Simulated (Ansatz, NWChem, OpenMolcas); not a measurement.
A substitution series on C: H to F

Gas-phase molecules. On one C centre that keeps CH3, n of the H ligands are replaced by F. The atomisation energy (no zero-point term) y in kJ/mol at CCSD(T)/CBS estimate. Shapes: PBE0-D4/def2-TZVP. Programs: Ansatz 0.2.0, NWChem 7.3.0, OpenMolcas 26.06. A level may come from different programs for different species; with the same settings they agree closely.

```
molecule  n  y (kJ/mol)
    C2H6  0        2982
   C2H5F  1           ?
  C2H4F2  2        3091
  C2H3F3  3        3182
```

Q: Fit y = c + s·n to the known rows and predict C2H5F.

A: 
1. Means of the 3 rows: n = 1.66667, y = 3085.0.
2. Σ(Δn)² = 4.6667, Σ(Δn·Δy) = 303, so the slope is 303/4.6667 = 64.928.
3. Intercept: 3085.0 − (64.928) × 1.66667 = 2976.8. The largest residual of the fit is 16.
4. C2H5F: 2976.8 + (64.928) × 1 = 3042 kJ/mol.

The run gave 3016 kJ/mol, so the prediction is off by +26 kJ/mol, more than the largest residual. The step per swap changes from +34 to +91 kJ/mol along the series, so a line misses the bend: the ligands act on one another. The slope is only an average step. Other levels give for C2H5F: SPW92/def2-TZVPP 3434; r2SCAN-D4/def2-TZVPP 3019; B3LYP/6-31G* (Cartesian functions) 3011 kJ/mol. At 2 other levels on record the series doesn't rise at every step. The CBS estimate extrapolates MP2 from def2-TZVPP and def2-QZVPP and adds CCSD(T) − MP2 in the triple-zeta set, cores frozen.

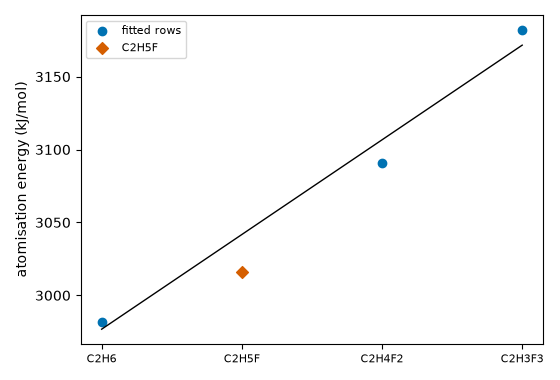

The fitted line, with the withheld member.
